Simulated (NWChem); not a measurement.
**the pair BNH3Cl···CS2, step by step**

We compute the energy (singlet CH3BClNS2, BLYP-D2/def2-SVPD), then a single-point energy (singlet BNH3Cl, BLYP-D2/def2-SVPD), then a single-point energy (singlet CS2, BLYP-D2/def2-SVPD), then the energy (singlet BNH3Cl, BLYP-D2/def2-SVPD), then the energy (singlet CS2, BLYP-D2/def2-SVPD) of CH3BClNS2 and its partners. 

The calculation is run with NWChem 7.3.0.

**1. Starting point**

CH3BClNS2: 9 atoms, total charge 0, spin state singlet. The two molecules were placed rigidly side by side, at 0.8 times their contact distance; the pair isn't optimised.

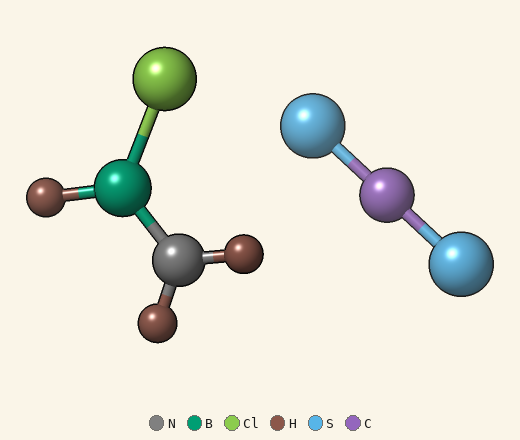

Viewed from a chosen angle; nitrogen grey, boron teal, chlorine green, hydrogen brown, sulfur blue, carbon purple.

**2. The energy at BLYP-D2/def2-SVPD (run 1)**

Input file ch3bclns2.nw:

```
START ch3bclns2
TITLE "CH3BClNS2"
memory 2200 mb

GEOMETRY units atomic noautosym nocenter noautoz
N     -0.76089822     0.00544241    -1.22894559
B      0.68512021    -0.28009521     0.92855473
Cl     0.98804330     2.26763356     3.06829162
H     -0.98048440    -1.39578951    -2.49241648
H     -1.67363594     1.61605599    -1.66396054
H      1.74185506    -2.21328503     1.38851406
S     -7.55739272     4.64148862    -1.82891474
C     -5.93763287     3.83926208     0.47194020
S     -4.31785412     3.03703555     2.77279514
END

BASIS spherical bse
N library def2-SVPD
B library def2-SVPD
Cl library def2-SVPD
H library def2-SVPD
S library def2-SVPD
C library def2-SVPD
END

DFT
xc becke88 lyp
mult 1
disp vdw 2
grid fine
convergence energy 1e-08
iterations 100
mulliken
print low
END

TASK dft
```

Launch:

```sh
$ nwchem ch3bclns2.nw > ch3bclns2.out
```

What it wrote, cut to the lines that bear on the results:

```text
[...]
 d= 0,ls=0.0,diis     1  -1375.5478779182 -1.74D+03  1.59D-02  1.14D+00     7.2
[...]
 d= 0,ls=0.0,diis    13  -1375.6749566080 -5.58D-09  3.19D-07  1.86D-09    81.7
         Total DFT energy =    -1375.674956607980
      One electron energy =    -2618.621596877365
           Coulomb energy =      976.448674844635
    Exchange-Corr. energy =      -97.030308849662
 Nuclear repulsion energy =      363.536179074518
    Dispersion correction =       -0.007904800105
[...]
      Total Density - Mulliken Population Analysis
     ---------------------------------------------
    Atom       Charge   Shell Charges
 -----------   ------   -------------------------------------------------------
    1 N    7     6.54   1.99  1.02  0.18 -0.06  2.54  0.92  0.01 -0.04
    2 B    5     5.25   1.98  0.91  0.20 -0.12  1.67  0.47  0.10  0.04
    3 Cl  17    17.44   2.00  1.98  1.31  0.61  0.09  5.93  2.20  2.98  0.28  0.02  0.04
    4 H    1     1.11   0.77  0.29  0.04  0.00
    5 H    1     1.12   0.76  0.31  0.04 -0.00
    6 H    1     0.48   0.78 -0.31  0.01 -0.01
    7 S   16    16.50   2.00  1.98  1.31  0.70  0.04  5.92  1.84  2.45  0.17  0.07  0.01
    8 C    6     5.18   1.98  1.07 -0.10 -0.31  2.01  0.51  0.05 -0.04
    9 S   16    16.40   2.00  1.98  1.33  0.67  0.02  5.92  1.82  2.42  0.14  0.08  0.02
[...]
```

Run time: 83 s. Hardware: 1 thread of Intel Xeon Platinum 8488C (Sapphire Rapids), shared host; peak memory 0.12 GiB.

**3. BNH3Cl: the energy at BLYP-D2/def2-SVPD (run 2)**

Input file bclh3n.nw:

```
start bclh3n
title "BClH3N"
memory total 2200 mb
charge 0
geometry units angstroms noautosym nocenter noautoz
  N    -0.402650    0.002880   -0.650330
  B     0.362550   -0.148220    0.491370
  Cl    0.522850    1.199980    1.623670
  H    -0.518850   -0.738620   -1.318930
  H    -0.885650    0.855180   -0.880530
  H     0.921750   -1.171220    0.734770
end
basis spherical bse
  * library def2-SVPD
end
dft
  xc becke88 lyp
  disp vdw 2
  grid fine
  convergence energy 1e-08
  iterations 100
  mulliken
  noprint "final vectors analysis"
end
task dft
```

Launch:

```sh
$ nwchem bclh3n.nw > bclh3n.out
```

What it wrote, cut to the lines that bear on the results:

```text
[...]
          Wavefunction type:  closed shell.
          No. of atoms     :     6
          No. of electrons :    32
[...]
          Charge           :     0
          Spin multiplicity:     1
[...]
          AO basis - number of functions:    91
[...]
              XC Information
              --------------
                    Becke 1988 Exchange Functional  1.000
              Lee-Yang-Parr Correlation Functional  1.000
[...]
 d= 0,ls=0.0,diis     1   -541.4144296275 -6.27D+02  1.84D-02  4.57D-01     1.3
[...]
 d= 0,ls=0.0,diis    10   -541.4649622122 -5.80D-09  4.03D-07  2.01D-09    11.8
         Total DFT energy =     -541.464962212158
      One electron energy =     -913.871716175318
           Coulomb energy =      327.308818940536
    Exchange-Corr. energy =      -40.297612549893
 Nuclear repulsion energy =       85.398159723258
    Dispersion correction =       -0.002612150742
[...]
      Total Density - Mulliken Population Analysis
     ---------------------------------------------
    Atom       Charge   Shell Charges
 -----------   ------   -------------------------------------------------------
    1 N    7     6.65   1.99  1.02  0.19  0.04  2.54  0.92  0.01 -0.04
    2 B    5     5.23   1.98  0.90  0.15 -0.10  1.66  0.45  0.11  0.08
    3 Cl  17    17.42   2.00  1.98  1.31  0.60  0.10  5.93  2.20  2.97  0.27  0.02  0.03
    4 H    1     1.10   0.76  0.28  0.04  0.00
    5 H    1     1.07   0.76  0.24  0.04  0.02
    6 H    1     0.54   0.78 -0.25  0.01 -0.00
[...]
```

Wall time 13 s (1 thread of Intel Xeon Platinum 8488C (Sapphire Rapids), shared host); peak memory 0.11 GiB.

**4. CS2: a single-point energy at BLYP-D2/def2-SVPD (run 3)**

Input file job.nw:

```
start job
memory total 2200 mb

geometry noautosym nocenter noautoz
S    -3.999200    2.456170   -0.967820
C    -3.142060    2.031650    0.249740
S    -2.284910    1.607130    1.467300
end

basis spherical bse
* library def2-SVPD
end

dft
xc becke88 lyp
disp vdw 2
grid fine
convergence energy 1e-08
iterations 100
mulliken
print low
end

task dft
```

Launch:

```sh
$ nwchem job.nw > job.out
```

What it wrote, cut to the lines that bear on the results:

```text
[...]
 d= 0,ls=0.0,diis     1   -834.1429807288 -9.44D+02  2.38D-02  6.81D-01     0.8
[...]
 d= 0,ls=0.0,diis    10   -834.2212785792 -2.89D-11  9.41D-08  1.30D-11     5.9
         Total DFT energy =     -834.221278579226
      One electron energy =    -1367.282200792273
           Coulomb energy =      480.396591699590
    Exchange-Corr. energy =      -56.701564466654
 Nuclear repulsion energy =      109.366387942540
    Dispersion correction =       -0.000492962429
[...]
      Total Density - Mulliken Population Analysis
     ---------------------------------------------
    Atom       Charge   Shell Charges
 -----------   ------   -------------------------------------------------------
    1 S   16    16.42   2.00  1.98  1.32  0.69  0.04  5.92  1.84  2.41  0.14  0.07  0.01
    2 C    6     5.15   1.98  1.07 -0.10 -0.31  2.00  0.49  0.05 -0.04
    3 S   16    16.42   2.00  1.98  1.32  0.69  0.04  5.92  1.84  2.41  0.14  0.07  0.01
[...]
```

Run time: 6.6 s. Hardware: 1 thread of Intel Xeon Platinum 8488C (Sapphire Rapids), shared host; peak memory 0.11 GiB.

**5. BNH3Cl among ghost functions: a single-point energy at BLYP-D2/def2-SVPD (with ghost functions) (run 4)**

Input file run.nw:

```
start run
title "BClH3N"
memory total 2200 mb
charge 0

geometry units angstroms noautosym nocenter noautoz
  N     -0.402650     0.002880    -0.650330
  B      0.362550    -0.148220     0.491370
  Cl     0.522850     1.199980     1.623670
  H     -0.518850    -0.738620    -1.318930
  H     -0.885650     0.855180    -0.880530
  H      0.921750    -1.171220     0.734770
  bqS     -3.999200     2.456170    -0.967820
  bqC     -3.142060     2.031650     0.249740
  bqS     -2.284910     1.607130     1.467300
end

basis spherical bse
  N library def2-SVPD
  B library def2-SVPD
  Cl library def2-SVPD
  H library def2-SVPD
  bqS library S def2-SVPD
  bqC library C def2-SVPD
end

dft
  xc becke88 lyp
  disp vdw 2
  grid fine
  convergence energy 1e-08
  iterations 100
  mulliken
  print low
end

task dft
```

Launch:

```sh
$ nwchem run.nw > run.out
```

What it wrote, cut to the lines that bear on the results:

```text
[...]
 d= 0,ls=0.0,diis     1   -541.4150774298 -6.27D+02  1.09D-02  4.61D-01     6.3
[...]
 d= 0,ls=0.0,diis    10   -541.4657501631 -5.86D-09  2.50D-07  2.03D-09    58.6
         Total DFT energy =     -541.465750163147
      One electron energy =     -913.864263807921
           Coulomb energy =      327.299423181871
    Exchange-Corr. energy =      -40.296457109613
 Nuclear repulsion energy =       85.398159723258
    Dispersion correction =       -0.002612150742
[...]
      Total Density - Mulliken Population Analysis
     ---------------------------------------------
    Atom       Charge   Shell Charges
 -----------   ------   -------------------------------------------------------
    1 N    7     6.59   1.99  1.02  0.17 -0.01  2.54  0.92  0.01 -0.04
    2 B    5     5.27   1.98  0.91  0.18 -0.12  1.66  0.49  0.11  0.05
    3 Cl  17    17.47   2.00  1.98  1.31  0.60  0.11  5.93  2.20  2.99  0.31  0.02  0.03
    4 H    1     1.10   0.77  0.29  0.04 -0.00
    5 H    1     1.11   0.76  0.29  0.04  0.02
    6 H    1     0.48   0.78 -0.31  0.01 -0.01
    7 X    0     0.00  -0.00 -0.00  0.00 -0.00  0.00  0.00 -0.00 -0.00  0.00 -0.00  0.00
    8 X    0     0.02   0.00 -0.00  0.00  0.01 -0.00 -0.00 -0.00  0.00
    9 X    0    -0.04  -0.00 -0.00  0.00 -0.00 -0.02 -0.00  0.00 -0.00 -0.01 -0.00 -0.00
[...]
```

Run time: 59 s. Hardware: 1 thread of Intel Xeon Platinum 8488C (Sapphire Rapids), shared host; peak memory 0.12 GiB.

**6. CS2 among ghost functions: the energy at BLYP-D2/def2-SVPD (with ghost functions) (run 5)**

Input file sp.nw:

```
start sp
title "CS2 BLYP"
memory 2200 mb
geometry units au noautosym nocenter noautoz
  S     -7.55739272     4.64148862    -1.82891474
  C     -5.93763287     3.83926208     0.47194020
  S     -4.31785412     3.03703555     2.77279514
  bqN     -0.760898     0.005442    -1.228946
  bqB      0.685120    -0.280095     0.928555
  bqCl     0.988043     2.267634     3.068292
  bqH     -0.980484    -1.395790    -2.492416
  bqH     -1.673636     1.616056    -1.663961
  bqH      1.741855    -2.213285     1.388514
end
basis spherical bse
  S library def2-SVPD
  C library def2-SVPD
  bqN library N def2-SVPD
  bqB library B def2-SVPD
  bqCl library Cl def2-SVPD
  bqH library H def2-SVPD
end
dft
  xc becke88 lyp
  disp vdw 2
  grid fine
  convergence energy 1e-08
  maxiter 100
  mulliken
  noprint "final vectors analysis"
end
task dft energy
```

Launch:

```sh
$ nwchem sp.nw > sp.out
```

What it wrote, cut to the lines that bear on the results:

```text
[...]
          Wavefunction type:  closed shell.
          No. of atoms     :     9
          No. of electrons :    38
[...]
          Charge           :     0
          Spin multiplicity:     1
[...]
          AO basis - number of functions:   165
[...]
              XC Information
              --------------
                    Becke 1988 Exchange Functional  1.000
              Lee-Yang-Parr Correlation Functional  1.000
[...]
 d= 0,ls=0.0,diis     1   -834.1441331029 -9.44D+02  1.12D-02  6.87D-01     6.7
[...]
 d= 0,ls=0.0,diis    12   -834.2223270901 -4.09D-10  3.62D-08  1.41D-11    71.0
         Total DFT energy =     -834.222327090094
      One electron energy =    -1367.279302966823
           Coulomb energy =      480.390632807627
    Exchange-Corr. energy =      -56.699544021277
 Nuclear repulsion energy =      109.366380053137
    Dispersion correction =       -0.000492962757
[...]
      Total Density - Mulliken Population Analysis
     ---------------------------------------------
    Atom       Charge   Shell Charges
 -----------   ------   -------------------------------------------------------
    1 S   16    16.47   2.00  1.98  1.32  0.69  0.04  5.92  1.84  2.44  0.16  0.07  0.01
    2 C    6     5.14   1.98  1.07 -0.11 -0.31  2.00  0.50  0.05 -0.04
    3 S   16    16.44   2.00  1.98  1.32  0.67  0.04  5.92  1.83  2.44  0.16  0.07 -0.01
    4 X    0    -0.02   0.00 -0.00  0.00 -0.02  0.00  0.00  0.00 -0.00
    5 X    0    -0.01  -0.00  0.00  0.01 -0.01  0.00 -0.01  0.00 -0.00
    6 X    0    -0.01  -0.00 -0.00  0.00  0.00 -0.00 -0.00  0.00 -0.00 -0.01 -0.00 -0.01
    7 X    0     0.00  -0.00  0.00 -0.00  0.00
    8 X    0    -0.01   0.00  0.01  0.00 -0.02
    9 X    0    -0.00   0.00 -0.00 -0.00 -0.00
[...]
```

Run time: 72 s. Hardware: 1 thread of Intel Xeon Platinum 8488C (Sapphire Rapids), shared host; peak memory 0.12 GiB.

**7. Summary of results**

| quantity | value |
| --- | --- |
| run 1, BLYP-D2/def2-SVPD: total energy | -1375.67496 Eh |
| run 1, BLYP-D2/def2-SVPD: dispersion energy | -20.75 kJ/mol |
| BNH3Cl: total energy | -541.46496 Eh |
| BNH3Cl: dipole moment | 2.68 D |
| BNH3Cl: dispersion energy | -6.86 kJ/mol |
| CS2: total energy | -834.22128 Eh |
| CS2: dispersion energy | -1.29 kJ/mol |
| BNH3Cl among ghost functions: total energy | -541.46575 Eh |
| BNH3Cl among ghost functions: dispersion energy | -6.86 kJ/mol |
| CS2 among ghost functions: total energy | -834.22233 Eh |
| CS2 among ghost functions: dipole moment | 0.01 D |
| CS2 among ghost functions: dispersion energy | -1.29 kJ/mol |
| interaction energy of the rigid parts BNH3Cl and CS2 (parts in their own basis; closest atoms 2.78 Å apart) | 0.307 eV |
| interaction energy of the rigid parts BNH3Cl and CS2 (parts in the whole basis, counterpoise; closest atoms 2.78 Å apart) | 0.357 eV |

In words: The interaction energy of the rigid parts BNH3Cl and CS2 (parts in their own basis; closest atoms 2.78 Å apart) is 0.31 eV (29.6 kJ/mol): the parts repel at this shape. Without counterpoise this holds the superposition error of the basis. The interaction energy of the rigid parts BNH3Cl and CS2 (parts in the whole basis, counterpoise; closest atoms 2.78 Å apart) is 0.36 eV (8.2 kcal/mol): the parts repel at this shape. The basis-set superposition error is 4.8 kJ/mol. Mulliken charges (run 1, BLYP-D2/def2-SVPD) run from -0.50 on S7 to +0.82 on C8; in a basis this large or diffuse they mean little. Mulliken charges (CS2) run from -0.42 on S1 to +0.85 on C2; in a basis this large or diffuse they mean little.
